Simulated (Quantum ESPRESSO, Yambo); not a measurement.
# GaN (P6_3mc): Bethe-Salpeter spectra with Yambo, part 2 of 3

Aim: the absorption spectrum of GaN (P6_3mc) with electron-hole interaction, and what each part of the kernel does.

Quantum ESPRESSO 7.5 and Yambo 5.3.0; PBE and many-body steps on it, plane waves. Known limits of the many-body steps: not at the basis limit; no spin-orbit coupling; bindings not settled in the k mesh.

So far. Step 4 (Screening and self-energy, 6×6×4 mesh, 129 bands …): The gap on the mesh goes from 1.92 eV to 2.78 eV, a correction of +0.85 eV. Step 5 (Excitons): The lowest state lies at 2.455 eV, 0.322 eV under the direct gap.

The database entry behind the starting cell has ideal inner coordinates that were not refined, so it need not match the best structure at ambient conditions.

## Step 6: Triplet (no exchange term)

Level of this step: Bethe-Salpeter equation on PBE with a scissors shift, plane waves, norm-conserving pseudopotentials (Yambo).

The input, bse4.in:

```
optics
bss
bse
em1s
dipoles
rim_cut
RandQpts= 1000000
RandGvec= 1 RL
Chimod= "HARTREE"
BSKmod= "SEX"
BSEmod= "resonant"
BSSmod= "d"
BSENGexx= 1 RL
BSENGBlk= 6 Ry
% BSEQptR
 1 | 1 |
%
% BSEBands
 21 | 30 |
%
% BEnRange
 0 | 6 | eV
%
% BDmRange
 0.1 | 0.1 | eV
%
BEnSteps= 121
% BLongDir
 1 | 0 | 0 |
%
% BndsRnXs
 1 | 74 |
%
NGsBlkXs= 6 Ry
% LongDrXs
 1 | 1 | 1 |
%
% KfnQP_E
 0.852 | 1.0 | 1.0 |
%
WRbsWF
```

The run is started by

```
OMP_NUM_THREADS=1 mpirun -n 4 yambo -F bse4.in -J bse4,bse3_W -C bse4 > bse4.log
```

Output:

```text
 Yambo, version 5.3.0

 [02] CORE Variables Setup
 =========================

  [... cell, symmetries and grids as in the set-up ...]

  [02.05] Energies & Occupations
  ==============================

  [X] === General ===
  [X] Electronic Temperature                        :  0.000000  0.000000 [eV K]
  [X] Bosonic    Temperature                        :  0.000000  0.000000 [eV K]
  [X] Finite Temperature mode                       : no
  [X] El. density                                   :  0.11371E+25 [cm-3]
  [X] Fermi Level                                   :  11.67297 [eV]

  [X] === Gaps and Widths ===
  [X] Conduction Band Min                           :  1.924975 [eV]
  [X] Valence Band Max                              :  0.000000 [eV]
  [X] Filled Bands                                  :  26
  [X] Empty Bands                                   :   27  129
  [X] Direct Gap                                    :  1.924975 [eV]
  [X] Direct Gap localized at k                     :  1
  [X] Indirect Gap                                  :  1.924975 [eV]
  [X] Indirect Gap between kpts                     :  1  1
  [X] Last valence band width                       :  2.679448 [eV]
  [X] 1st conduction band width                     :  4.523305 [eV]

 [03] Transferred momenta grid and indexing
 ==========================================

 IBZ Q-points                                      :  24
 BZ  Q-points                                      :  144

 K/Q-points units:
 rlu = crystal or reduced units; cc = cartesian coordinates; iku = interal k-units

 Q [ 1]         [rlu]:  0.000000  0.000000  0.000000
 Q [ 2]         [rlu]:  0.000000  0.000000  0.250000
 Q [ 3]         [rlu]:  0.000000  0.000000 -0.500000
[...]
[K+QP] === Gaps and Widths ===
  [K+QP] Conduction Band Min                        :  2.776975 [eV]
  [K+QP] Valence Band Max                           :  0.000000 [eV]
  [K+QP] Filled Bands                               :  26
  [K+QP] Empty Bands                                :   27  129
  [K+QP] Direct Gap                                 :  2.776975 [eV]
  [K+QP] Direct Gap localized at k                  :  1
  [K+QP] Indirect Gap                               :  2.776975 [eV]
  [K+QP] Indirect Gap between kpts                  :  1  1
  [K+QP] Last valence band width                    :  2.679448 [eV]
  [K+QP] 1st conduction band width                  :  4.523305 [eV]

  [coarse-grid] Minimum Bare Gap        [ev]:  1.924975
  [coarse-grid] Minimum Gap Correction  [ev]:  0.852000

  Eqp @ K [ 1]
  -142.1071 -142.1070  -92.8466  -92.8465  -92.8465  -92.8461  -92.8461  -92.8453
  -15.95058 -15.06907 -13.52708 -13.50713 -13.50713 -13.44643 -13.44643 -13.26594
  -13.26594 -13.16759 -13.16759 -11.88434  -7.06098  -1.03973  -1.03973  -0.06365
[...]
Eqp @ K [ 2]
[...]
Eqp @ K [ 3]
[...]
Eqp @ K [ 8]
[...]
Eqp @ K [ 9]
[...]
[... 85 further rows ...]
   24.91066  25.21577  26.64438  27.29909  28.18360  28.84939  29.55377  31.70034
   32.05251  32.74457  33.77897  34.85873  35.43673  36.30889  37.15307  38.46793

 [06] Dipoles
 ============

  [06.01] Setup: observables and procedures
  =========================================

  [WARNING] [r,Vnl^pseudo] included in position and velocity dipoles.

  [WARNING] In case H contains other non local terms, these are neglected

 [07] Static Dielectric Matrix
 =============================

    [08.01.05.02] Main kernel loop
    ==============================

    [08.01.05.03] Wave-Function Phases
    ==================================

    [BSE] WF phases found       :  79.02778 [o/o]

   [08.01.06] BSE solver(s) @q1
   ============================

   [08.01.07] Diago Solver @q1
   ===========================

 [11] Game Over & Game summary
```

Elapsed: 4.8 min, on 4 MPI ranks of Intel Xeon 6975P-C (Granite Rapids), shared host; peak memory 1.9 GiB; 19 min of CPU time.

The lowest triplet lies at 2.438 eV; without spin-orbit coupling triplets are dark, so no spectrum is read.

The program warns that the window of bands cuts a degenerate level, which breaks the symmetry of states and spectrum.

## Step 7: Field along z

The input, bse5.in:

```
optics
bss
bse
em1s
dipoles
rim_cut
RandQpts= 1000000
RandGvec= 1 RL
Chimod= "HARTREE"
BSKmod= "SEX"
BSEmod= "resonant"
BSSmod= "h"
BSENGexx= 30 Ry
BSENGBlk= 6 Ry
% BSEQptR
 1 | 1 |
%
% BSEBands
 21 | 31 |
%
% BEnRange
 0 | 8 | eV
%
% BDmRange
 0.1 | 0.1 | eV
%
BEnSteps= 161
% BLongDir
 0 | 0 | 1 |
%
% BndsRnXs
 1 | 74 |
%
NGsBlkXs= 6 Ry
% LongDrXs
 1 | 1 | 1 |
%
% KfnQP_E
 0.852 | 1.0 | 1.0 |
%
BSHayTrs= -0.02
```

The run is started by

```
OMP_NUM_THREADS=1 mpirun -n 4 yambo -F bse5.in -J bse5,bse3_W -C bse5 > bse5.log
```

Output:

```text
 Yambo, version 5.3.0

 [02] CORE Variables Setup
 =========================

  [... cell, symmetries and grids as in the set-up ...]

  [02.05] Energies & Occupations
  ==============================

  [X] === General ===
  [X] Electronic Temperature                        :  0.000000  0.000000 [eV K]
  [X] Bosonic    Temperature                        :  0.000000  0.000000 [eV K]
  [X] Finite Temperature mode                       : no
  [X] El. density                                   :  0.11371E+25 [cm-3]
  [X] Fermi Level                                   :  11.67297 [eV]

  [X] === Gaps and Widths ===
  [X] Conduction Band Min                           :  1.924975 [eV]
  [X] Valence Band Max                              :  0.000000 [eV]
  [X] Filled Bands                                  :  26
  [X] Empty Bands                                   :   27  129
  [X] Direct Gap                                    :  1.924975 [eV]
  [X] Direct Gap localized at k                     :  1
  [X] Indirect Gap                                  :  1.924975 [eV]
  [X] Indirect Gap between kpts                     :  1  1
  [X] Last valence band width                       :  2.679448 [eV]
  [X] 1st conduction band width                     :  4.523305 [eV]

 [03] Transferred momenta grid and indexing
 ==========================================

 IBZ Q-points                                      :  24
 BZ  Q-points                                      :  144

 K/Q-points units:
 rlu = crystal or reduced units; cc = cartesian coordinates; iku = interal k-units

 Q [ 1]         [rlu]:  0.000000  0.000000  0.000000
 Q [ 2]         [rlu]:  0.000000  0.000000  0.250000
 Q [ 3]         [rlu]:  0.000000  0.000000 -0.500000
[...]
[K+QP] Last valence band width                    :  2.679448 [eV]
  [K+QP] 1st conduction band width                  :  4.523305 [eV]

  [coarse-grid] Minimum Bare Gap        [ev]:  1.924975
  [coarse-grid] Minimum Gap Correction  [ev]:  0.852000

  Eqp @ K [ 1]
  -142.1071 -142.1070  -92.8466  -92.8465  -92.8465  -92.8461  -92.8461  -92.8453
  -15.95058 -15.06907 -13.52708 -13.50713 -13.50713 -13.44643 -13.44643 -13.26594
  -13.26594 -13.16759 -13.16759 -11.88434  -7.06098  -1.03973  -1.03973  -0.06365
[...]
Eqp @ K [ 2]
[...]
Eqp @ K [ 3]
[...]
Eqp @ K [ 8]
[...]
Eqp @ K [ 9]
[...]
[... 85 further rows ...]
   24.91066  25.21577  26.64438  27.29909  28.18360  28.84939  29.55377  31.70034
   32.05251  32.74457  33.77897  34.85873  35.43673  36.30889  37.15307  38.46793

 [06] Dipoles
 ============

  [06.01] Setup: observables and procedures
  =========================================

  [WARNING] [r,Vnl^pseudo] included in position and velocity dipoles.

  [WARNING] In case H contains other non local terms, these are neglected

 [07] Static Dielectric Matrix
 =============================

    [08.01.05.02] Main kernel loop
    ==============================

    [08.01.05.03] Wave-Function Phases
    ==================================

    [BSE] WF phases found       :  78.66162 [o/o]

   [08.01.06] BSE solver(s) @q1
   ============================

   [08.01.07] Haydock Solver in the optics basis @q1 using the hermitian scheme
   ============================================================================

   Accuracy (requested)      : -0.020000 [o/o]

   [WARNING] [EPS_extend] Possible inaccuracy in the EPS prolungation

   [WARNING] [EPS_extend] Possible inaccuracy in the EPS prolungation

   [WARNING] [EPS_extend] Possible inaccuracy in the EPS prolungation

[...]
[WARNING] [EPS_extend] Possible inaccuracy in the EPS prolungation

   [WARNING] [EPS_extend] Possible inaccuracy in the EPS prolungation
   Iterations                :   80

 [11] Game Over & Game summary
```

Wall time 40 s (4 MPI ranks); peak memory 1.5 GiB.

This step gave:

- transitions in the window: 4320
- direct gap of the transition levels: 2.777 eV

The program warns that the window of bands cuts a degenerate level, which breaks the symmetry of states and spectrum.

## Step 8: Beyond Tamm-Dancoff

The input, bse6.in:

```
optics
bss
bse
em1s
dipoles
rim_cut
RandQpts= 1000000
RandGvec= 1 RL
Chimod= "HARTREE"
BSKmod= "SEX"
BSEmod= "coupling"
BSSmod= "d"
BSENGexx= 30 Ry
BSENGBlk= 6 Ry
% BSEQptR
 1 | 1 |
%
% BSEBands
 21 | 28 |
%
% BEnRange
 0 | 6 | eV
%
% BDmRange
 0.1 | 0.1 | eV
%
BEnSteps= 121
% BLongDir
 1 | 0 | 0 |
%
% BndsRnXs
 1 | 74 |
%
NGsBlkXs= 6 Ry
% LongDrXs
 1 | 1 | 1 |
%
% KfnQP_E
 0.852 | 1.0 | 1.0 |
%
WRbsWF
```

The run is started by

```
OMP_NUM_THREADS=1 mpirun -n 4 yambo -F bse6.in -J bse6,bse3_W -C bse6 > bse6.log
```

Output:

```text
 Yambo, version 5.3.0

 [02] CORE Variables Setup
 =========================

  [... cell, symmetries and grids as in the set-up ...]

  [02.05] Energies & Occupations
  ==============================

  [X] === General ===
  [X] Electronic Temperature                        :  0.000000  0.000000 [eV K]
  [X] Bosonic    Temperature                        :  0.000000  0.000000 [eV K]
  [X] Finite Temperature mode                       : no
  [X] El. density                                   :  0.11371E+25 [cm-3]
[...]
=========================================

  [WARNING] [r,Vnl^pseudo] included in position and velocity dipoles.

  [WARNING] In case H contains other non local terms, these are neglected

 [07] Static Dielectric Matrix
 =============================

    [08.01.05.02] Main kernel loop
    ==============================

    [08.01.05.03] Wave-Function Phases
    ==================================

    [BSE] WF phases found       :  78.55903 [o/o]

   [08.01.06] BSE solver(s) @q1
   ============================

   [08.01.07] Diago Solver @q1
   ===========================

   [WARNING] Parallel non-herm diag not yet implemented. Switching to LK

 [11] Game Over & Game summary
```

Run time: 2.7 min. Hardware: 4 MPI ranks; peak memory 4 GiB.

This step gave:

| Quantity | Value |
| --- | --- |
| transitions in the window | 1728 |
| direct gap of the transition levels | 2.777 eV |
| lowest state | 2.454 eV |
| first strong exciton (over a fiftieth of the strongest listed) | 2.454 eV |
| binding of the lowest state below the direct gap | 0.3229 eV |
| Coulomb term of one mesh cell | 0.3628 eV |

The binding is 0.89 times the screened Coulomb term of one mesh cell (0.36 eV), so it is not shown settled.

The lowest state lies at 2.454 eV, 0.323 eV under the direct gap.

The ε₂ has structure finer than the step of the table below, so its rows give means over 0.25 eV, whole bins alone (the curve runs from 0 to 6 eV). Peaks (eV: height): BSE 2.450: 6.15, 3.800: 5.40, 4.200: 4.33, 4.950: 6.93, 5.900: 12.2; no electron-hole interaction 2.800: 4.68, 4.150: 3.35, 4.550: 3.38, 5.300: 4.40, 5.600: 3.79.

Field along x; broadening 0.1 eV; transition window only. Limits: finite bands, cutoff and mesh; no spin-orbit coupling; exciton not shown settled in the k mesh. The ε₂ by photon energy; means over each step:

| photon energy (eV) | BSE | no electron-hole interaction |
| --- | --- | --- |
| 0.25 | 0.00858 | 0.00532 |
| 0.50 | 0.0178 | 0.0110 |
| 0.75 | 0.0287 | 0.0173 |
| 1.00 | 0.0427 | 0.0248 |
| 1.25 | 0.0626 | 0.0345 |
| 1.50 | 0.0953 | 0.0481 |
| 1.75 | 0.161 | 0.0699 |
| 2.00 | 0.354 | 0.111 |
| 2.25 | 1.61 | 0.217 |
| 2.50 | 4.14 | 0.730 |
| 2.75 | 0.859 | 3.41 |
| 3.00 | 0.379 | 1.13 |
| 3.25 | 0.396 | 0.335 |
| 3.50 | 0.886 | 0.267 |
| 3.75 | 3.79 | 0.418 |
| 4.00 | 2.61 | 1.77 |
| 4.25 | 3.00 | 2.10 |
| 4.50 | 1.07 | 2.59 |
| 4.75 | 2.19 | 1.07 |
| 5.00 | 5.10 | 0.856 |
| 5.25 | 4.07 | 3.03 |
| 5.50 | 3.33 | 3.12 |
| 5.75 | 8.35 | 2.47 |

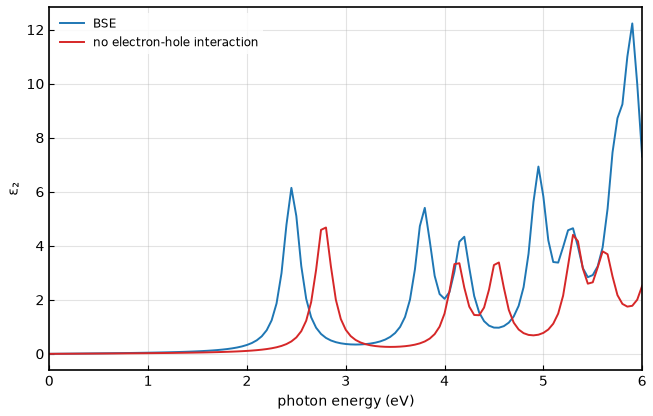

ε₂, plotted against photon energy.

The program warns that the window of bands cuts a degenerate level, which breaks the symmetry of states and spectrum.

## Step 9: Finite momentum (q 2)

bse7.in, as its differences from bse6.in of step 8:

```diff
@@ -10,3 +10,3 @@
 BSKmod= "SEX"
-BSEmod= "coupling"
+BSEmod= "resonant"
 BSSmod= "d"
@@ -15,6 +15,6 @@
 % BSEQptR
- 1 | 1 |
+ 2 | 2 |
 %
 % BSEBands
- 21 | 28 |
+ 21 | 29 |
 %
```

The run is started by

```
OMP_NUM_THREADS=1 mpirun -n 4 yambo -F bse7.in -J bse7,bse3_W -C bse7 > bse7.log
```

Output:

```text
 Yambo, version 5.3.0

 [02] CORE Variables Setup
 =========================

  [... cell, symmetries and grids as in the set-up ...]

  [02.05] Energies & Occupations
  ==============================

  [X] === General ===
  [X] Electronic Temperature                        :  0.000000  0.000000 [eV K]
  [X] Bosonic    Temperature                        :  0.000000  0.000000 [eV K]
  [X] Finite Temperature mode                       : no
  [X] El. density                                   :  0.11371E+25 [cm-3]
[...]
[06] Dipoles
 ============

  [06.01] Setup: observables and procedures
  =========================================

  [WARNING] [r,Vnl^pseudo] included in position and velocity dipoles.

  [WARNING] In case H contains other non local terms, these are neglected

 [07] Static Dielectric Matrix
 =============================

    [08.01.05.02] Main kernel loop
    ==============================

    [08.01.05.03] Wave-Function Phases
    ==================================

    [BSE] WF phases found       :  79.01235 [o/o]

   [08.01.06] BSE solver(s) @q2
   ============================

   [08.01.07] Diago Solver @q2
   ===========================

 [11] Game Over & Game summary
```

It took 1.9 min on 4 MPI ranks; peak memory 1.5 GiB.

This step gave:

| Item | Value |
| --- | --- |
| transitions in the window | 2592 |
| lowest state | 2.613 eV |
| first strong exciton (over a fiftieth of the strongest listed) | 3.710 eV |

The lowest state lies at 2.613 eV.

The ε₂ has structure finer than the step of the table below, so its rows give means over 0.25 eV, whole bins alone (the curve runs from 0 to 6 eV). Peaks (eV: height): BSE 3.700: 2.59, 4.650: 7.76; no electron-hole interaction 4.350: 1.54, 5.000: 4.89, 5.200: 5.09.

Longitudinal response along q; broadening 0.1 eV; transition window only; momentum transfer q number 2. Limits: finite bands, cutoff and mesh; no spin-orbit coupling; exciton not shown settled in the k mesh. The ε₂ by photon energy; means over each step:

```
photon energy (eV)     BSE  no electron-hole interaction
              0.25  0.0252                        0.0188
              0.50  0.0276                        0.0204
              0.75  0.0304                        0.0221
              1.00  0.0338                        0.0241
              1.25  0.0379                        0.0265
              1.50  0.0428                        0.0293
              1.75  0.0491                        0.0326
              2.00  0.0571                        0.0367
              2.25  0.0678                        0.0418
              2.50  0.0830                        0.0485
              2.75   0.107                        0.0574
              3.00   0.149                        0.0704
              3.25   0.249                        0.0916
              3.50   0.757                         0.135
              3.75    2.03                         0.289
              4.00    1.96                          1.03
              4.25    1.16                          1.20
              4.50    3.85                         0.802
              4.75    5.44                          1.05
              5.00    1.99                          3.92
              5.25   0.783                          3.78
              5.50   0.846                         0.942
              5.75    1.77                         0.506
```

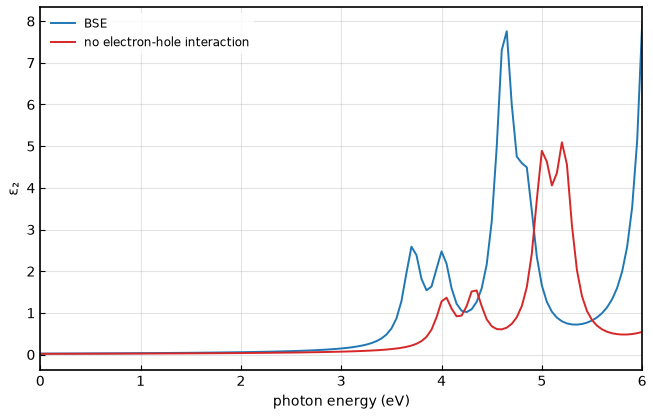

ε₂ against photon energy.

The program warns that the window of bands cuts a degenerate level, which breaks the symmetry of states and spectrum.

## Step 10: Finite momentum (q 3)

bse8.in, as its differences from bse7.in of step 9:

```diff
@@ -15,3 +15,3 @@
 % BSEQptR
- 2 | 2 |
+ 3 | 3 |
 %
```

The run is started by

```
OMP_NUM_THREADS=1 mpirun -n 4 yambo -F bse8.in -J bse8,bse3_W -C bse8 > bse8.log
```

Output:

```text
 Yambo, version 5.3.0

 [02] CORE Variables Setup
 =========================

  [... cell, symmetries and grids as in the set-up ...]

  [02.05] Energies & Occupations
  ==============================

  [X] === General ===
  [X] Electronic Temperature                        :  0.000000  0.000000 [eV K]
  [X] Bosonic    Temperature                        :  0.000000  0.000000 [eV K]
  [X] Finite Temperature mode                       : no
  [X] El. density                                   :  0.11371E+25 [cm-3]
[...]
[06] Dipoles
 ============

  [06.01] Setup: observables and procedures
  =========================================

  [WARNING] [r,Vnl^pseudo] included in position and velocity dipoles.

  [WARNING] In case H contains other non local terms, these are neglected

 [07] Static Dielectric Matrix
 =============================

    [08.01.05.02] Main kernel loop
    ==============================

    [08.01.05.03] Wave-Function Phases
    ==================================

    [BSE] WF phases found       :  79.01235 [o/o]

   [08.01.06] BSE solver(s) @q3
   ============================

   [08.01.07] Diago Solver @q3
   ===========================

 [11] Game Over & Game summary
```

It took 99 s on 4 MPI ranks; peak memory 1.5 GiB.

This step gave:

| Quantity | Value |
| --- | --- |
| transitions in the window | 2592 |
| lowest state | 2.985 eV |
| first strong exciton (over a fiftieth of the strongest listed) | 4.851 eV |

The lowest state lies at 2.985 eV.

The ε₂ has structure finer than the step of the table below, so its rows give means over 0.25 eV, whole bins alone (the curve runs from 0 to 6 eV). Peaks (eV: height): BSE 5.200: 3.14, 5.600: 1.36; no electron-hole interaction 5.550: 2.53, 5.950: 1.49.

Longitudinal response along q; broadening 0.1 eV; transition window only; momentum transfer q number 3. Limits: finite bands, cutoff and mesh; no spin-orbit coupling; exciton not shown settled in the k mesh. ε₂ against photon energy; means over each step:

```csv
photon energy (eV),BSE,no electron-hole interaction
0.25,0.0123,0.0102
0.50,0.0132,0.0109
0.75,0.0142,0.0117
1.00,0.0154,0.0125
1.25,0.0167,0.0135
1.50,0.0182,0.0145
1.75,0.0199,0.0158
2.00,0.0220,0.0172
2.25,0.0244,0.0188
2.50,0.0273,0.0207
2.75,0.0309,0.0230
3.00,0.0353,0.0257
3.25,0.0409,0.0290
3.50,0.0485,0.0332
3.75,0.0590,0.0385
4.00,0.0750,0.0458
4.25,0.103,0.0562
4.50,0.165,0.0727
4.75,0.425,0.104
5.00,1.20,0.199
5.25,2.29,0.468
5.50,1.14,1.80
5.75,1.07,1.28
```

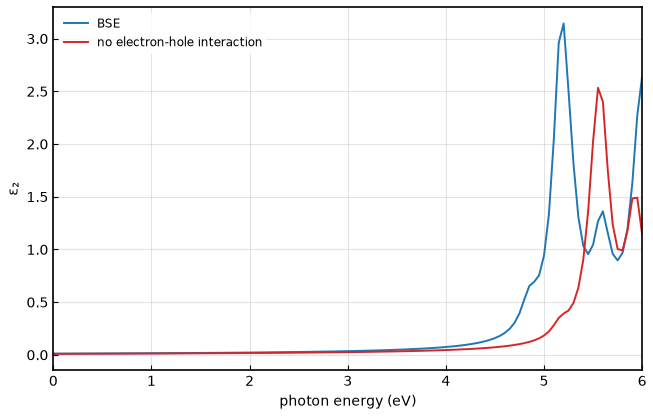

ε₂, plotted against photon energy.

The program warns that the window of bands cuts a degenerate level, which breaks the symmetry of states and spectrum.

(Part 2 of 3 ends here.)

[Paths, hosts, dates, memory and timing lines, banners, echoed tables and standing remarks are left out of the program output.]

[Logs are printed without paths, hosts, clocks, repeated set-up lines and the standing remarks that a program may print on its own settings, such as how far it seeks lower states.]

[Runs of the session that timed out or met a known fault of the program may be left out.]

[Hosts, paths, dates, database ids (printed as entryN), source tags and the programs' standing remarks are cut or masked in the printed files.]
